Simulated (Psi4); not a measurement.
## Run report: AlH, excited-state calculation

System: AlH.
Method: TDDFT (CAM-B3LYP)/def2-SVP, RKS (Psi4 1.11).

The geometry comes from this level: PBE0-D4/def2-TZVP.

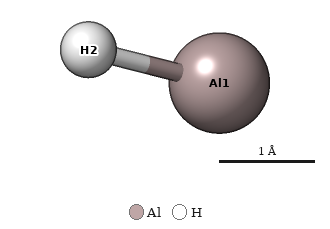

Fig. 1: The input geometry (ball-and-stick view, seen at a tilt; atoms are numbered from 1 in the order of the input). Sticks mark near contacts. Bond lengths as drawn: Al–H 1.66 Å.

### The input (alh.dat)
```python
memory 1.6 GB

molecule {
  0 1
  Al     0.000000     0.000000    -0.025640
  H      0.000000     0.000000     1.639110
  units angstrom
  symmetry c1
}

set {
  basis                def2-SVP
  puream               true
  scf_type             pk
  dft_radial_points    99
  dft_spherical_points 590
  save_jk              true
}

from psi4.driver.procrouting.response.scf_response import tdscf_excitations
e, wfn = energy("cam-b3lyp", return_wfn=True)
states = tdscf_excitations(wfn, states=3, tda=False)
```

Machine: 1 thread of Intel Xeon @ 2.70GHz, 189 GiB of memory available, shared host.

Launched with:
```bash
psi4 alh.dat alh.out -n 1
```

### The program's output
```
Psi4 1.11 release

   => Loading Basis Set <=

    Name: DEF2-SVP
    Role: ORBITAL
    Keyword: BASIS

         ---------------------------------------------------------
                                   SCF
                              RKS Reference
                        1 Threads,   1525 MiB Core
         ---------------------------------------------------------

  ==> Geometry <==

    Molecular point group: c1
    Full point group: C_inf_v

    Geometry (in Angstrom), charge = 0, multiplicity = 1:

       Center              X                  Y                   Z               Mass
    ------------   -----------------  -----------------  -----------------  -----------------
         AL           0.000000000000     0.000000000000    -0.059943368082    26.981538530000
         H            0.000000000000     0.000000000000     1.604806631918     1.007825032230

  Running in c1 symmetry.

  Rotational constants: A = ************  B =      6.26094  C =      6.26094 [cm^-1]
  Rotational constants: A = ************  B = 187698.29354  C = 187698.29354 [MHz]
  Nuclear repulsion =    4.132334427817990

  Charge       = 0
  Multiplicity = 1
  Electrons    = 14
  Nalpha       = 7
  Nbeta        = 7

  ==> Algorithm <==

  SCF Algorithm Type is PK.
  DIIS enabled.
  MOM disabled.
  Fractional occupation disabled.
  Guess Type is SAD.
  Energy threshold   = 1.00e-06
  Density threshold  = 1.00e-06
  Integral threshold = 1.00e-12

  ==> Primary Basis <==

  Basis Set: DEF2-SVP
    Blend: DEF2-SVP
    Number of shells: 11
    Number of basis functions: 23
    Number of Cartesian functions: 24
    Spherical Harmonics?: true
    Max angular momentum: 2

  ==> DFT Potential <==

   => LibXC <=

    Version 7.1.2

   => Composite Functional: CAM-B3LYP <=

    CAM-B3LYP Hyb-GGA Exchange-Correlation Functional

    Deriv               =              1
    GGA                 =           TRUE
    Meta                =          FALSE

    Exchange Hybrid     =           TRUE
    MP2 Hybrid          =          FALSE

   => Exchange Functionals <=

    0.3500         Becke 88 [omega = 0.3300]
    0.4600   Short-range recipe for B88 functional - erf [omega = 0.3300]

   => Exact (HF) Exchange <=

    0.4600            HF,LR [omega = 0.3300]
    0.1900               HF

   => Correlation Functionals <=

    0.1900   Vosko, Wilk & Nusair (VWN5)
    0.8100   Lee, Yang & Parr

   => LibXC Density Thresholds  <==

    XC_HYB_GGA_XC_CAM_B3LYP:  1.00E-14

   => Molecular Quadrature <=

    Radial Scheme          =       TREUTLER
    Pruning Scheme         =           NONE
    Nuclear Scheme         =       TREUTLER

    Blocking Scheme        =         OCTREE
    BS radius alpha        =              1
    Pruning alpha          =              1
    Radial Points          =             99
    Spherical Points       =            590
    Total Points           =         110822
    Total Blocks           =            894
    Max Points             =            256
    Max Functions          =             23
    Weights Tolerance      =       1.00E-15

  ==> Integral Setup <==

  Using in-core PK algorithm.
   Calculation information:
      Number of atoms:                   2
      Number of AO shells:              11
      Number of primitives:             23
      Number of atomic orbitals:        24
      Number of basis functions:        23

      Integral cutoff                 1.00e-12
      Number of threads:                 1

  Performing in-core PK
  Using 114678 doubles for integral storage.
  We computed 2211 shell quartets total.
  Whereas there are 2211 unique shell quartets.

  Computing range-separated integrals for PK
  We computed 2211 wK shell quartets total.
  Whereas there are 2211 wK unique shell quartets.

  ==> DiskJK: Disk-Based J/K Matrices <==

    J tasked:                  Yes
    K tasked:                  Yes
    wK tasked:                 Yes
    Omega:               3.300E-01
    Memory [MiB]:             1073
    Schwarz Cutoff:          1E-12

  Cached 100.0% of DFT collocation blocks in 0.069 [GiB].

  Minimum eigenvalue in the overlap matrix is 6.1541081197E-02.
  Reciprocal condition number of the overlap matrix is 1.9999527013E-02.
    Using symmetric orthogonalization.

  ==> Pre-Iterations <==

  SCF Guess: Superposition of Atomic Densities via on-the-fly atomic UHF (no occupation information).

   -------------------------
    Irrep   Nso     Nmo
   -------------------------
     A         23      23
   -------------------------
    Total      23      23
   -------------------------

  ==> Iterations <==

                        Total Energy        Delta E     RMS |[F,P]|

   @RKS iter SAD:  -242.43578838355319   -2.42436e+02   0.00000e+00
   @RKS iter   1:  -242.88755593259654   -4.51768e-01   3.99006e-03 DIIS/ADIIS
   @RKS iter   2:  -242.89465137754658   -7.09544e-03   6.91988e-04 DIIS/ADIIS
   @RKS iter   3:  -242.89489119767907   -2.39820e-04   6.89120e-05 DIIS
   @RKS iter   4:  -242.89489433249918   -3.13482e-06   1.27482e-05 DIIS
   @RKS iter   5:  -242.89489452120745   -1.88708e-07   2.79256e-06 DIIS
   @RKS iter   6:  -242.89489453074813   -9.54068e-09   2.95498e-07 DIIS
  Energy and wave function converged.

  ==> Post-Iterations <==

   Electrons on quadrature grid:
      Ntotal   =   13.9999999869 ; deviation = -1.307e-08

    Orbital Energies [Eh]
    ---------------------

    Doubly Occupied:

       1A    -56.111287     2A     -4.215527     3A     -2.772438
       4A     -2.772438     5A     -2.764426     6A     -0.427443
       7A     -0.255703

    Virtual:

       8A     -0.026701     9A     -0.026701    10A      0.109729
      11A      0.138785    12A      0.350055    13A      0.368296
      14A      0.368296    15A      0.489330    16A      0.489330
      17A      0.495316    18A      0.495316    19A      0.563501
      20A      0.813121    21A      1.623034    22A      1.623034
      23A      2.062664

    Final Occupation by Irrep:
              A
    DOCC [     7 ]
    NA   [     7 ]
    NB   [     7 ]

  @RKS Final Energy:  -242.89489453074813

   => Energetics <=

    Nuclear Repulsion Energy =              4.1323344278179901
    One-Electron Energy =                -345.5005279823198521
    Two-Electron Energy =                 112.8152752326893591
    DFT Exchange-Correlation Energy =     -14.3419762089356269
    Empirical Dispersion Energy =           0.0000000000000000
    VV10 Nonlocal Energy =                  0.0000000000000000
    Total Energy =                       -242.8948945307481324

Computation Completed

Properties will be evaluated at   0.000000,   0.000000,   0.000000 [a0]

Properties computed using the SCF density matrix

 Multipole Moments:

 ------------------------------------------------------------------------------------
     Multipole            Electronic (a.u.)      Nuclear  (a.u.)        Total (a.u.)
 ------------------------------------------------------------------------------------

 L = 1.  Multiply by 2.5417464519 to convert [e a0] to [Debye]
 Dipole X            :          0.0000000            0.0000000            0.0000000
 Dipole Y            :          0.0000000            0.0000000            0.0000000
 Dipole Z            :         -1.5519524            1.5600499            0.0080975
 Magnitude           :                                                    0.0080975

 ------------------------------------------------------------------------------------

	total time  =          2 seconds =       0.03 minutes

******************************************************************************************
**********                               WARNING                                **********
**********       The names of excited state variables changed between 1.5       **********
**********     and 1.6. For a quick solution, remove the symmetry specifier     **********
**********   from the variable name. For full details, see 'Notes on Psivars'   **********
**********                        in the documentation.                         **********
******************************************************************************************

         ---------------------------------------------------------
                         TDSCF excitation energies
         ---------------------------------------------------------

  ==> Options <==

     Residual threshold  : 1.0000e-04
     Initial guess       : denominators
     Reference           : RHF
     Solver type         : RPA (Hamiltonian)

  ==> Requested Excitations <==

      3 singlet states with A symmetry

  ==> Seeking the lowest 3 singlet states with A symmetry

                        Generalized Hamiltonian Solver

  ==> Options <==

    Max number of iterations        = 60
    Eigenvector tolerance           = 1.0000e-04
    Max number of expansion vectors = 600

  => Iterations <=
                              Max[D[value]]     Max[|R|]   # vectors
  HamiltonianSolver iter   1:   2.73787e-01  7.21725e-02     12
  HamiltonianSolver iter   2:   2.53459e-03  1.12131e-02     18
  HamiltonianSolver iter   3:   1.36991e-05  8.55583e-04     24
  HamiltonianSolver iter   4:   7.73619e-08  9.83273e-05     30      Converged

******************************************************************************************
**********                               WARNING                                **********
**********  Length-gauge rotatory strengths are **NOT** gauge-origin invariant  **********
******************************************************************************************

                                    Excitation Energy         Total Energy        Oscillator Strength             Rotatory Strength
     #   Sym: GS->ES (Trans)        au              eV              au          au (length)    au (velocity)    au (length)    au (velocity)
    ---- -------------------- --------------- --------------- --------------- --------------- --------------- --------------- ---------------
     1        A->A (1 A)       0.10608         2.88649        -242.78882       0.0567          0.0894          0.0000          0.0000
     2        A->A (1 A)       0.10608         2.88649        -242.78882       0.0567          0.0894         -0.0000         -0.0000
     3        A->A (1 A)       0.27277         7.42239        -242.62213       0.0018          0.0024         -0.0000         -0.0000

Contributing excitations and de-excitations
Only contributions with abs(coeff) > 1.00e-01 will be printed:

Excited State    1 (1 A):   0.10608 au   429.53 nm f = 0.0567
  Sums of squares: Xssq =  1.015030e+00; Yssq =  1.503044e-02; Xssq - Yssq =  1.000000e+00
      6a  ->   9a     0.118397 ( 1.402%)
      7a  ->   9a    -0.998324 (99.665%)
      7a  <-   9a     0.109076 ( 1.190%)

Excited State    2 (1 A):   0.10608 au   429.53 nm f = 0.0567
  Sums of squares: Xssq =  1.015030e+00; Yssq =  1.503044e-02; Xssq - Yssq =  1.000000e+00
      6a  ->   8a     0.118397 ( 1.402%)
      7a  ->   8a    -0.998324 (99.665%)
      7a  <-   8a     0.109076 ( 1.190%)

Excited State    3 (1 A):   0.27277 au   167.04 nm f = 0.0018
  Sums of squares: Xssq =  1.002074e+00; Yssq =  2.074314e-03; Xssq - Yssq =  1.000000e+00
      7a  ->  10a    -0.532812 (28.389%)
      7a  ->  11a     0.841215 (70.764%)

******************************************************************************************
**********                               WARNING                                **********
**********       The names of excited state variables changed between 1.5       **********
**********     and 1.6. For a quick solution, remove the symmetry specifier     **********
**********   from the variable name. For full details, see 'Notes on Psivars'   **********
**********                        in the documentation.                         **********
******************************************************************************************

    Psi4 run time: 0:00:04.53
```

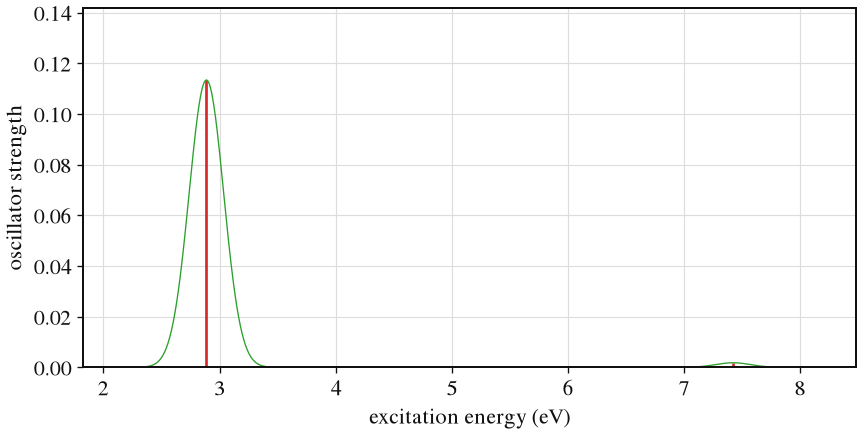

Fig. 2: Computed excitations as sticks (degenerate states added up, dark ones marked on the axis), with a Gaussian envelope of 0.35 eV full width at half maximum, scaled to the tallest. Of the 3 states the lowest lies at 2.89 eV (f = 0.057); the strongest line is at 2.89 eV, or 430 nm (f = 0.113, summed over 2 states that lie within 0.004 eV).

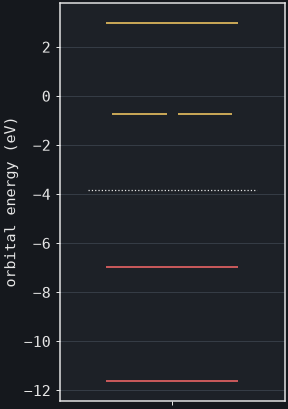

Fig. 3: Orbital energies near the frontier; the dotted line parts filled from empty levels, and levels within 0.02 eV of each other stand side by side. Highest filled −6.96 eV, lowest empty −0.73 eV, 6.23 eV apart.

### Results in brief

- outcome: converged
- total energy: −242.894895 hartree
- basis functions: 23
- HOMO: −6.96 eV
- LUMO: −0.73 eV
- dipole moment: 0.02 D
- lowest excitation: 2.89 eV
- wall time: 6.9 s
- peak memory: 0.28 GiB
